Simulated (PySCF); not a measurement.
# BF2H2N: electronic excitations and core binding energies

Wanted: the electronic excitations and core binding energies of BF2H2N (`NB(F)F`), by calculation.

The runs use PySCF 2.14.0, with density-fitted response routines of our own; the level of theory stands in each step. All values are computed, except where a source is named. Atoms are numbered from 0 throughout.

## (1) Starting geometry

6 atoms, charge 0, multiplicity 1; geometry from: GFN2-xTB.

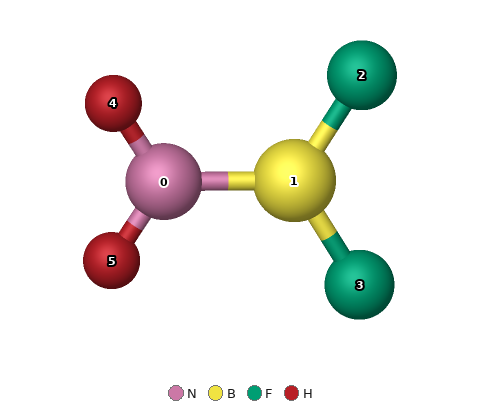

As it starts; nitrogen pink, boron yellow, fluorine teal, hydrogen red, atoms numbered.

## (2) Ultraviolet spectrum: CAM-B3LYP/def2-SVPD

What the job is given:

```
{"job": {"kind": "uv", "xc": "CAM-B3LYP", "basis": "def2-SVPD", "nstates": 8, "ntriplets": 3}, "charge": 0, "multiplicity": 1}
N     -0.739108    -0.076006    -0.004735
B      0.634996     0.066072    -0.002183
F      1.217386     1.253193    -0.098408
F      1.448109    -0.976495     0.096051
H     -1.366144     0.703880    -0.079482
H     -1.192117    -0.968654     0.067183
```

With the program's defaults for keys left out, this is: TDDFT CAM-B3LYP/def2-SVPD, vertical, gas phase, core orbitals frozen in the response.

Started as:

```console
$ OMP_NUM_THREADS=1 python probes_run.py task.json out
```

The driver reads the jobs from task.json and runs them one after another.

Log:

```text
coarse grid: 5560 points
cycle   1  E = -280.2876303745  dE =  4.417e-01  |g| = 6.366e-01  |ddm| = 3.051e+00
cycle   2  E = -280.2808322608  dE =  6.798e-03  |g| = 7.286e-01  |ddm| = 1.257e+00
cycle   3  E = -280.3620484274  dE = -8.122e-02  |g| = 4.209e-02  |ddm| = 5.643e-01
cycle   4  E = -280.3622660241  dE = -2.176e-04  |g| = 2.425e-02  |ddm| = 5.941e-02
cycle   5  E = -280.3623828840  dE = -1.169e-04  |g| = 5.818e-03  |ddm| = 2.138e-02
cycle   6  E = -280.3623899428  dE = -7.059e-06  |g| = 4.440e-04  |ddm| = 5.527e-03
final grid: 56152 points
cycle   7  E = -280.3927793971  dE = -3.022e-05  |g| = 2.757e-03  |ddm| = 3.976e-02
cycle   8  E = -280.3927794605  dE = -6.340e-08  |g| = 2.785e-03  |ddm| = 4.564e-03
cycle   9  E = -280.3927809399  dE = -1.479e-06  |g| = 1.494e-04  |ddm| = 2.191e-03
cycle  10  E = -280.3927809454  dE = -5.531e-09  |g| = 7.721e-05  |ddm| = 2.426e-04
cycle  11  E = -280.3927809464  dE = -1.025e-09  |g| = 1.956e-05  |ddm| = 7.214e-05
cycle  12  E = -280.3927809465  dE = -7.373e-11  |g| = 4.508e-06  |ddm| = 2.184e-05
converged SCF energy = -280.3927809465

Static polarisability (au): isotropic 23.699, principal 19.693 23.925 27.478

Singlet excitations
state   eV       nm        f      main configurations
  1   7.5387    164.5   0.04486   H->L 0.94
  2   9.2432    134.1   0.00000   H->L+2 0.89, H->L+4 0.09
  3   9.2977    133.3   0.00018   H->L+1 0.90
  4   9.8240    126.2   0.26884   H->L+3 0.92
  5  10.6945    115.9   0.01117   H-1->L 0.92
  6  10.7916    114.9   0.00000   H->L+4 0.68, H->L+10 0.11, H-3->L 0.09
  7  11.0072    112.6   0.04085   H->L+5 0.54, H->L+7 0.36, H->L+9 0.08
  8  11.1193    111.5   0.13666   H-2->L 0.94

Triplet excitations (Tamm-Dancoff, eV): 7.1949 8.0603 9.0127
```

Run time: 5.2 s. Hardware: 1 thread of Arm Neoverse V2, shared host; peak memory 0.41 GiB.

The orbitals next to the gap, with their largest atomic shares:

```csv
orbital,eV,atoms
HOMO−3,-13.75,"F2 47 %, F3 47 %, B1 6 %"
HOMO−2,-13.63,"F3 34 %, F2 34 %, N0 16 %"
HOMO−1,-13.22,"F2 47 %, F3 47 %"
HOMO,-10.32,"N0 66 %, B1 13 %, H4 6 %"
LUMO,0.70,"B1 60 %, H5 11 %, H4 11 %"
LUMO+1,2.33,"B1 21 %, H4 20 %, H5 20 %"
LUMO+2,2.85,"H5 27 %, H4 27 %, B1 14 %"
```

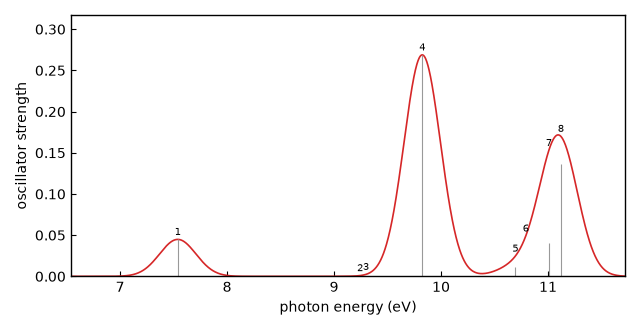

Absorption spectrum from the 8 singlet states computed; above the last one it falls off for lack of states. Lines are broadened to a width of 0.40 eV (Gaussian).

Further results of this job:

```csv
property,computed
dipole moment (D),2.87
polarisability (Å³),3.51
HOMO–LUMO gap (eV),11.02
−ε(HOMO) (eV),10.32
```

## (3) Core-electron binding energies: SCAN, X2C

Settings changed since step 2:

```diff
@@ -1,2 +1,2 @@
-{"job": {"kind": "uv", "xc": "CAM-B3LYP", "basis": "def2-SVPD", "nstates": 8, "ntriplets": 3}, "charge": 0, "multiplicity": 1}
+{"job": {"kind": "xps"}, "charge": 0, "multiplicity": 1}
 N     -0.739108    -0.076006    -0.004735
```

Method: delta-SCF UKS SCAN, pcX-2 on the ionised atom, pcseg-1 elsewhere, spin-free X2C.

Log:

```text
ground state, core basis on atom 0 (N), 97 functions
  cycle   1  E = -280.68936054  |g| = 6.76e-01
  cycle   2  E = -280.59852594  |g| = 1.02e+00
  cycle   3  E = -280.76613172  |g| = 5.12e-02
  cycle   4  E = -280.76648709  |g| = 2.82e-02
  cycle   5  E = -280.76661890  |g| = 8.40e-03
  cycle   6  E = -280.76663419  |g| = 1.72e-03
  cycle   7  E = -280.76663338  |g| = 3.03e-04
  E(ground) = -280.75846877 Eh
hole in N 1s of atom 0
  cycle   1  E = -265.17142882  |g| = 1.85e+00
  cycle   2  E = -264.81113285  |g| = 1.89e+00
  cycle   3  E = -265.79977392  |g| = 3.86e-01
  cycle   4  E = -265.81966440  |g| = 2.77e-01
  cycle   5  E = -265.84305342  |g| = 2.57e-02
  cycle   6  E = -265.84328126  |g| = 4.67e-03
  cycle   7  E = -265.84328929  |g| = 3.20e-03
  cycle   8  E = -265.84329187  |g| = 1.89e-03
  cycle   9  E = -265.84329286  |g| = 3.69e-04
  E(ion) = -265.83519075 Eh   <S^2> = 0.7630   hole on atom = 1.000   binding energy = 406.083 eV
ground state, core basis on atom 1 (B), 97 functions
  cycle   1  E = -280.75609578  |g| = 6.04e-02
  cycle   2  E = -280.75589512  |g| = 5.82e-02
  cycle   3  E = -280.75640337  |g| = 1.99e-02
  cycle   4  E = -280.75645779  |g| = 5.80e-03
  cycle   5  E = -280.75646429  |g| = 1.19e-03
  cycle   6  E = -280.75646278  |g| = 2.51e-04
  E(ground) = -280.75206399 Eh
hole in B 1s of atom 1
  cycle   1  E = -273.06126434  |g| = 1.17e+00
  cycle   2  E = -272.50427625  |g| = 1.53e+00
  cycle   3  E = -273.30870799  |g| = 5.02e-01
  cycle   4  E = -273.40086740  |g| = 2.11e-01
  cycle   5  E = -273.41587187  |g| = 1.16e-01
  cycle   6  E = -273.42073370  |g| = 1.86e-02
  cycle   7  E = -273.42091998  |g| = 6.11e-03
  cycle   8  E = -273.42097307  |g| = 3.16e-03
  cycle   9  E = -273.42099627  |g| = 2.23e-03
  cycle  10  E = -273.42100174  |g| = 1.84e-03
  cycle  11  E = -273.42100389  |g| = 2.55e-04
  E(ion) = -273.41992325 Eh   <S^2> = 0.7878   hole on atom = 1.000   binding energy = 199.518 eV
ground state, core basis on atom 2 (F), 97 functions
  cycle   1  E = -280.79737957  |g| = 1.21e-01
  cycle   2  E = -280.79690906  |g| = 7.46e-02
  cycle   3  E = -280.79707130  |g| = 6.54e-02
  cycle   4  E = -280.79762525  |g| = 3.23e-03
  cycle   5  E = -280.79762690  |g| = 6.97e-04
  cycle   6  E = -280.79762601  |g| = 1.71e-04
  E(ground) = -280.79419920 Eh
hole in F 1s of atom 2
  cycle   1  E = -254.44578281  |g| = 2.58e+00
  cycle   2  E = -254.45601286  |g| = 2.07e+00
  cycle   3  E = -255.26428314  |g| = 3.84e-01
  cycle   4  E = -255.27506947  |g| = 3.08e-01
  cycle   5  E = -255.31146163  |g| = 2.08e-02
  cycle   6  E = -255.31162235  |g| = 8.17e-03
  cycle   7  E = -255.31164244  |g| = 4.11e-03
  cycle   8  E = -255.31164833  |g| = 2.04e-03
  cycle   9  E = -255.31164876  |g| = 2.66e-04
  E(ion) = -255.31612280 Eh   <S^2> = 0.7563   hole on atom = 1.000   binding energy = 693.294 eV
```

Run time: 7.4 s. Hardware: 1 thread of Arm Neoverse V2, shared host; peak memory 0.41 GiB.

Binding energies by hole, beside the orbital energy of the ground state; the difference holds orbital relaxation and, for a density functional, its self-interaction error:

```csv
hole,stands for,environment,ΔSCF (eV),−ε (eV),⟨S²⟩
N1s on N0,N0,"nitrogen bonded to B, 2 H",406.08,386.2,0.763
B1s on B1,B1,"boron bonded to 2 F, N",199.52,182.5,0.788
F1s on F2,"F2, F3",fluorine bonded to B,693.29,666.7,0.756
```

Each hole run stands for the others of its class of like atoms.

## (4) Outcome

| quantity | value |
| --- | --- |
| lowest singlet (CAM-B3LYP/def2-SVPD) | 7.54 eV (164 nm), f = 0.045 |
| brightest single state of those computed | state 4, 9.82 eV, f = 0.269 |
| lowest triplet | 7.19 eV |
| N1s binding energies, SCAN/pcX-2 | N0 406.08 eV |
| B1s binding energies, SCAN/pcX-2 | B1 199.52 eV |
| F1s binding energies, SCAN/pcX-2 | F2 693.29 eV |

The lowest singlet, at 7.54 eV, is HOMO→LUMO 0.94 and is weak; of the 8 states computed, the strongest absorption comes from state 4 at 9.82 eV (the last state computed is bright too, and its partners may lie past the list). The lowest triplet lies 0.34 eV below the lowest singlet (triplets in Tamm-Dancoff, singlets in full TDDFT).
